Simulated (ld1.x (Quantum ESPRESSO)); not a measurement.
Pseudopotential generation, with input and output: Cu

Copper (Cu, Z = 29), core [Ne], reference valence 3s2 3p6 3d10 4s1 4p0, valence charge 19. Level asked for: ultrasoft potential, PBE, fully relativistic, made with ld1.x (Quantum ESPRESSO) 7.5.

## Input
```
 &input
   title='Cu', zed=29., rel=2, dft='PBE', iswitch=3,
   config='[Ar] 3d10 4s1 4p0', rel_dist='average',
   nld=5, rlderiv=1.35, eminld=-10.0, emaxld=5.0, deld=0.04
 /
 &inputp
   pseudotype=3, tm=.true., lloc=-1, rcloc=0.95,
   nlcc=.true., new_core_ps=.true.,
   which_augfun='PSQ', rmatch_augfun=0.75,
   file_pseudopw='Cu.UPF', file_wfcaegen='ae.wfc', file_wfcncgen='nc.wfc', file_beta='beta', file_chi='chi', file_wfcusgen='us.wfc'
 /
6
3S  1  0   2.00   0.00  0.95  1.15  0.0
4S  2  0   1.00   0.00  0.95  1.15  0.0
3P  2  1   6.00   0.00  1.10  1.20  0.0
4P  3  1   0.00   0.00  1.10  1.20  0.0
3D  3  2  10.00   0.00  0.95  1.25  0.0
3D  3  2   0.00   0.60  0.95  1.25  0.0
 &test
   configts(1)='3s2 3p6 3d10 4s1 4p0'
 /
```

Command:
```bash
ld1.x < Cu.in > Cu.out
```

## The program's output
```
     Program LD1 v.7.5
     --------------------------- All-electron run ----------------------------

     Cu
     dirac relativistic calculation

     atomic number is 29.00
     dft =PBE   lsd =0 sic =0 latt =0  beta=0.20 tr2=1.0E-14
     Exchange-correlation= PBE
                           (   1   4   3   4   0   0   0)
     mesh =1199 r(mesh) = 100.25372 a.u. xmin = -7.00 dx = 0.01250
     1 Ry =  13.60569312 eV, c = 137.03599908

     n l j   nl                  e(Ry)          e(Ha)          e(eV)
     Spin orbit split results
     1 0 0.5 1S 1( 2.00)      -650.3833      -325.1917     -8848.9156
     2 0 0.5 2S 1( 2.00)       -78.0636       -39.0318     -1062.1091
     2 1 0.5 2P 1( 2.00)       -68.3826       -34.1913      -930.3927
     2 1 1.5 2P 1( 4.00)       -66.8762       -33.4381      -909.8964
     3 0 0.5 3S 1( 2.00)        -8.4283        -4.2141      -114.6725
     3 1 0.5 3P 1( 2.00)        -5.4286        -2.7143       -73.8603
     3 1 1.5 3P 1( 4.00)        -5.2390        -2.6195       -71.2798
     3 2 1.5 3D 1( 4.00)        -0.3824        -0.1912        -5.2022
     3 2 2.5 3D 1( 6.00)        -0.3625        -0.1813        -4.9322
     4 0 0.5 4S 1( 1.00)        -0.3388        -0.1694        -4.6097
     4 1 0.5 4P 1( 0.00)        -0.0530        -0.0265        -0.7210
     4 1 1.5 4P 1( 0.00)        -0.0504        -0.0252        -0.6863
     Averaged results
     1 0     1S 1( 2.00)      -650.3833      -325.1917     -8848.9156
     2 0     2S 1( 2.00)       -78.0636       -39.0318     -1062.1091
     2 1     2P 1( 6.00)       -67.3783       -33.6892      -916.7285
     3 0     3S 1( 2.00)        -8.4283        -4.2141      -114.6725
     3 1     3P 1( 6.00)        -5.3022        -2.6511       -72.1400
     3 2     3D 1(10.00)        -0.3704        -0.1852        -5.0402
     4 0     4S 1( 1.00)        -0.3388        -0.1694        -4.6097
     4 1     4P 1( 0.00)        -0.0513        -0.0256        -0.6979

     final scf error:  5.6E-15 reached in  41 iterations

     Etot =   -3309.806908 Ry,   -1654.903454 Ha,  -45032.217090 eV

     Ekin =    3367.178104 Ry,    1683.589052 Ha,   45812.791976 eV
     Encl =   -7978.191599 Ry,   -3989.095799 Ha, -108548.826567 eV
     Eh   =    1436.386925 Ry,     718.193463 Ha,   19543.039713 eV
     Exc  =    -135.180339 Ry,     -67.590170 Ha,   -1839.222211 eV

     normalization and overlap integrals

     s(1S/1S) =  1.000000  <r> =   0.0521  <r2> =    0.0037  r(max) =   0.0341
     s(2S/2S) =  1.000000  <r> =   0.2350  <r2> =    0.0652  r(max) =   0.1960
     s(2P/2P) =  1.000000  <r> =   0.2041  <r2> =    0.0512  r(max) =   0.1565
     s(2P/2P) =  1.000000  <r> =   0.2074  <r2> =    0.0528  r(max) =   0.1585
     s(3S/3S) =  1.000000  <r> =   0.7118  <r2> =    0.5863  r(max) =   0.6112
     s(3P/3P) =  1.000000  <r> =   0.7421  <r2> =    0.6523  r(max) =   0.6112
     s(3P/3P) =  1.000000  <r> =   0.7530  <r2> =    0.6715  r(max) =   0.6189
     s(3D/3D) =  1.000000  <r> =   1.0397  <r2> =    1.5488  r(max) =   0.6036
     s(3D/3D) =  1.000000  <r> =   1.0528  <r2> =    1.5951  r(max) =   0.6036
     s(4S/4S) =  1.000000  <r> =   2.9363  <r2> =   10.2164  r(max) =   2.2710
     s(4P/4P) =  1.000000  <r> =   5.1181  <r2> =   32.6442  r(max) =   3.6064
     s(4P/4P) =  1.000000  <r> =   5.2119  <r2> =   33.8482  r(max) =   3.6977

     ------------------------ End of All-electron run ------------------------

     --------------------- Generating US pseudopotential ---------------------

      Generating local potential from pseudized AE potential:
      Matching radius rcloc =   0.9500

      Local pseudo, rcloc= 0.959 Estimated cut-off energy=    27.24 Ry

      Computing core charge for nlcc:

       r > 0.33 : true rho core
      Core charge pseudized with two Bessel functions
      Integrated core pseudo-charge :   7.52

     Fully relativistic calculation: |psi|^2

     Wfc 3S LC norm =  0.99954478 SC norm =  0.00045419 missing  0.00000103

     Wfc 4S LC norm =  0.99997028 SC norm =  0.00002629 missing  0.00000343

     Wfc 3P LC norm =  0.99959276 SC norm =  0.00040668 missing  0.00000056

     Wfc 3P LC norm =  0.99960202 SC norm =  0.00039545 missing  0.00000253

     Wfc 4P LC norm =  0.99999065 SC norm =  0.00000726 missing  0.00000209

     Wfc 4P LC norm =  0.99999101 SC norm =  0.00000578 missing  0.00000321

     Wfc 3D LC norm =  0.99975171 SC norm =  0.00024816 missing  0.00000013

     Wfc 3D LC norm =  0.99975514 SC norm =  0.00023418 missing  0.00001069
      Wfc-us  3S rcutus= 1.142  Estimated cut-off energy=    41.12 Ry
      Wfc-us  4S rcutus= 1.142  Estimated cut-off energy=    82.98 Ry
      Wfc-us  3P rcutus= 1.200  Estimated cut-off energy=    58.20 Ry
      Wfc-us  3P rcutus= 1.200  Estimated cut-off energy=    58.07 Ry
      Wfc-us  4P rcutus= 1.200  Estimated cut-off energy=   107.59 Ry
      Wfc-us  4P rcutus= 1.200  Estimated cut-off energy=   106.77 Ry
      Wfc-us  3D rcutus= 1.262  Estimated cut-off energy=    72.45 Ry
      Wfc-us  3D rcutus= 1.262  Estimated cut-off energy=    72.41 Ry
      Wfc-us  3D rcutus= 1.262  Estimated cut-off energy=    82.08 Ry
      Wfc-us  3D rcutus= 1.262  Estimated cut-off energy=    81.56 Ry

     Q pseudized with Bessel functions
     Expected ecutrho=     671.3551 due to l1=  2   l2=  2

 %%%%%%%%%%%%%%%%%%%%%%%%%%%%%%%%%%%%%%%%%%%%%%%%%%%%%%%%%%%%%%%%%%%%%%%%%%%%%%
     Error in routine chargeps (1):
     negative rho
 %%%%%%%%%%%%%%%%%%%%%%%%%%%%%%%%%%%%%%%%%%%%%%%%%%%%%%%%%%%%%%%%%%%%%%%%%%%%%%

     stopping ...
```

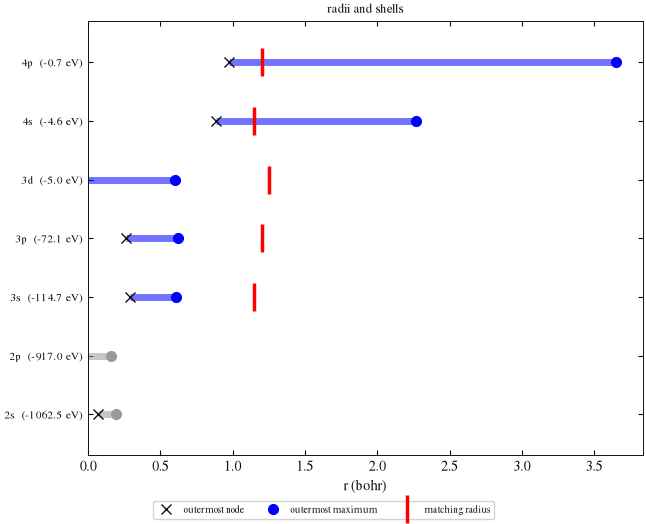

**Figure 1.** Outer shells of the all-electron reference atom: each bar runs from the outermost node (or the nucleus) to the outermost maximum of u(r); the tick is the radius chosen for the pseudo-wave. Shells without a tick have no pseudo-wave of their own. Levels, nodes and maxima are from ld1.x, scalar-relativistic.

- Radii against the shells: 3s: 1.15 bohr, outside the maximum; 3p: 1.20 bohr, outside the maximum; 3d: 1.25 bohr, outside the maximum; 4s: 1.15 bohr, between node and maximum; 4p: 1.20 bohr, between node and maximum.

## What the run reported

```
quantity                      value
 outcome        ended with an error
hardware  1 CPU thread, shared host
```

## Diagnosis

The generator stopped with the message “chargeps: negative rho”. In words: the spherical valence density built from the smooth waves and the augmentation charge turned negative at some radius.
